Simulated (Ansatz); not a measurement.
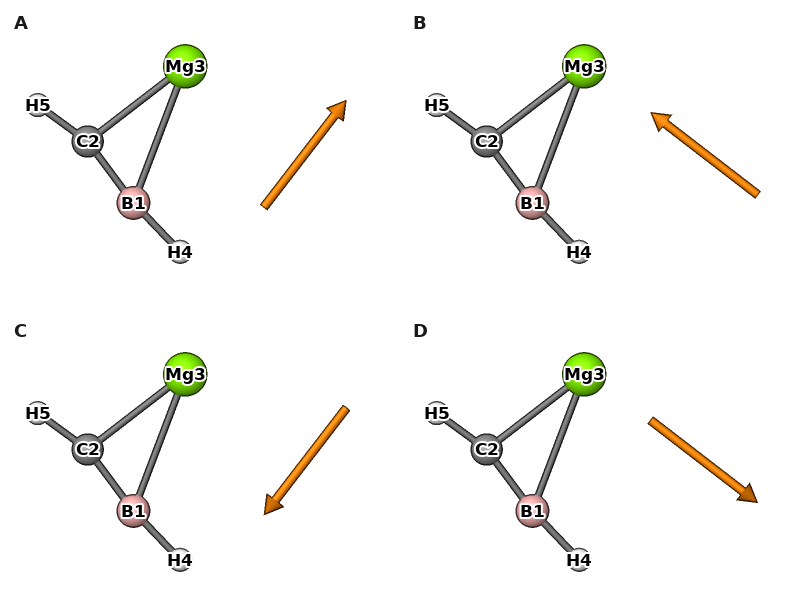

The same molecule four times, each with an arrow. Charge 0, doublet. The geometry was computed by an optimisation with PBE0-D4/def2-TZVP. No frequency run is at hand to confirm it as a minimum. Method: UKS PBE0-D4/def2-TZVP (Ansatz 0.2.0).

Which arrow points along the dipole moment, from the negative to the positive end?

A. The dipole moment is 1.89 D; it points from the side of H4 to the side of Mg3 (the outermost atoms at the two ends).
